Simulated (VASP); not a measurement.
Band structure of BaZrO3 (cubic perovskite). Computed with vdW-DF-cx, VASP's PBE PAW potentials (set 64) (plane waves; VASP).

Unless said otherwise, spin-orbit coupling is left out, though it shifts the bands of the heavy elements here.

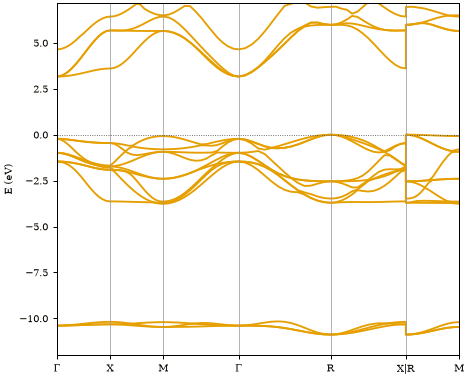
Fig. 1. Bands along high-symmetry lines, zero at the valence-band maximum or, without a gap, the Fermi level

**Question.** Read the plot: is there a gap, and where are the band edges?

**Answer.** The gap is indirect, 3.16 eV, from the valence maximum at R to the conduction minimum at Γ. (Edges off the drawn lines would not show.)

The compound is BaZrO3 in the cubic perovskite structure. It was relaxed first.
